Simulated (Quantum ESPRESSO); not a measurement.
Consider Al2O3 (Corundum, R-3c).

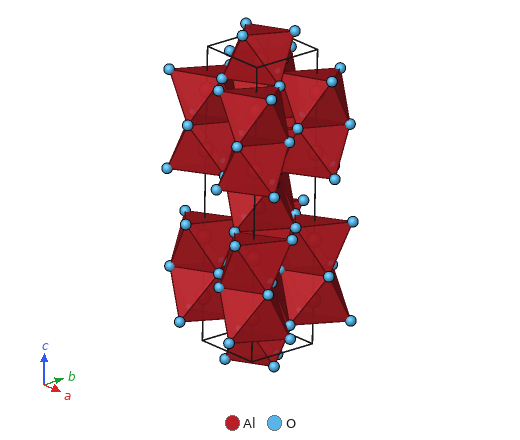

The structure (aluminium red, oxygen blue). Some periodic images of atoms are drawn too.

```xyz
10
Lattice="2.3803 1.3742 4.3319 -2.3803 1.3742 4.3319 0.0000 -2.7485 4.3319" Properties=species:S:1:pos:R:3 pbc="T T T"
Al    0.0000    0.0000   11.0743
Al    0.0000    0.0000    8.4191
Al    0.0000    0.0000    1.9213
Al    0.0000    0.0000    4.5765
O    -1.6503   -0.1099    5.4148
O     0.7300    1.4841    5.4148
O     0.9203   -1.3742    5.4148
O     1.6503    0.1099    7.5808
O    -0.7300   -1.4841    7.5808
O    -0.9203    1.3742    7.5808
```

Absorber: atom 1, with 3 O at 1.85 Å and 3 O at 1.97 Å (distorted octahedral, site symmetry 3). Method: Quantum ESPRESSO XSpectra, PBE, full core hole (charged cell), 10-atom cell with 4.8 Å between holes, 7×7×7 k points, dipole transitions, Lorentzian half width 0.3 eV up to 4 eV, rising linearly to 2.5 eV at 25 eV (counted from xe0, 2.7 eV below the zero used here).

Question: Where do the maxima of the Al K edge fall?

Main maxima up to 24 eV above the zero (height): 4.4 eV (2.53). A K edge sees empty p states on the absorber. The total-energy difference plus the lowest empty eigenvalue puts the zero at 1574.71 eV. One term is added: -13.99 eV, since the hole is spin-paired here and a spin-polarised one costs that much less in the free atom (computed apart). The photon energy is then 1560.72 eV. The tabulated edge of the element is 1559 eV. The functional and the charged cell's background leave an error of a few eV in such absolute values.

The Al K spectrum (energy from the lowest empty level; intensity scaled to a mean of 1 over the first 20 eV; the points at xe0, where the cut of filled states can leave a spike, are interpolated; polarised curves are means over the symmetry-equivalent atoms):

```csv
E (eV),isotropic,ε ⊥ c,ε ∥ c
-2.0,0.03,0.03,0.03
-0.5,0.05,0.05,0.05
1.0,0.10,0.10,0.12
2.5,0.45,0.40,0.54
4.0,2.44,2.14,3.05
5.5,1.99,2.08,1.80
7.0,1.58,1.65,1.43
8.5,1.55,1.58,1.51
10.0,1.05,1.06,1.01
11.5,0.84,0.94,0.64
13.0,0.74,0.82,0.58
14.5,0.69,0.71,0.65
16.0,0.65,0.62,0.70
17.5,0.60,0.56,0.68
19.0,0.56,0.52,0.63
20.5,0.53,0.52,0.57
22.0,0.53,0.53,0.53
23.5,0.53,0.54,0.50
25.0,0.51,0.54,0.47
26.5,0.50,0.53,0.44
28.0,0.49,0.53,0.42
29.5,0.50,0.53,0.44
31.0,0.51,0.52,0.49
```

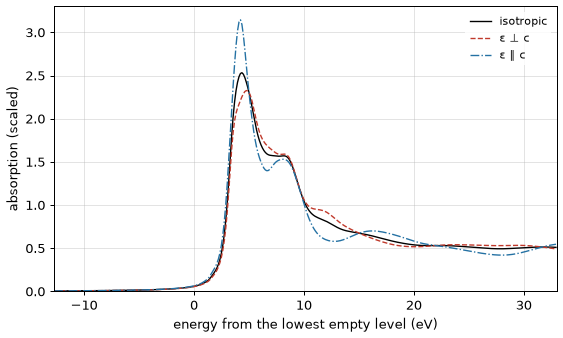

The Al K edge.

The holes are only 4.8 Å apart, so the shape is probably not converged with cell size; no larger cell was run here. The structure is a published determination, not relaxed.

[Banner, clock and machine lines of the logs are left out without a mark of their own.]

[Logs are printed without paths, hosts, clocks, repeated set-up lines and the standing remarks that a program may print on its own settings, such as how far it seeks lower states.]

[Hosts, paths, dates, database ids (printed as entryN), source tags and the programs' standing remarks are cut or masked in the printed files.]

[Lists of maxima count a maximum above −3 eV only where it reaches 4 % of the highest in the window and stands out from its surroundings by 2 % of it (1.5 % where it reaches 55 %); shoulders and weaker maxima are passed over, and of the rest the first, up to two pre-edge ones and the few strongest are named.]
